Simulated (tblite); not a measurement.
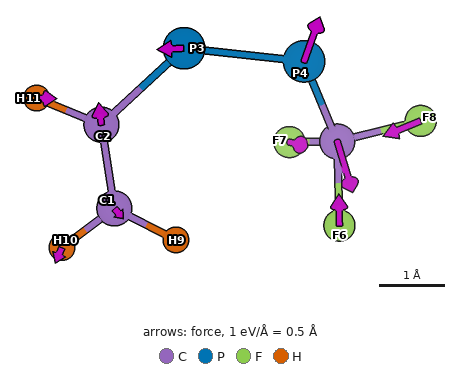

Starting geometry of C3H3F3P2 with the computed forces as purple arrows. Style: ball-and-stick. Shown at a tilt.

Theory: GFN2-xTB geometry optimisation, gas phase in tblite 0.8.0. 

What follows when this structure is relaxed?

It isn't relaxed: the largest force vector, on a C atom, is 2.45 eV/Å. The final displacements have little in common with the starting forces (cosine between the two patterns 0.13). The atom that moves furthest after the best rigid fit is an H atom (1.32 Å). Largest moves by element: H 1.32 Å, F 0.69 Å, C 0.55 Å, P 0.34 Å. Some distances before and after: C–P 1.815 → 1.906 Å, C–F 1.378 → 1.338 Å, P–P 2.007 → 2.035 Å, C–H 1.103 → 1.084 Å. Bond angles that change, for instance: P–P–C 125.5° → 105.0°, C–P–P 117.3° → 106.8°, C–C–H 118.6° → 121.6°. Groups turn about C–P by about 45°. After 90 geometry steps the energy has fallen by 0.522 eV.
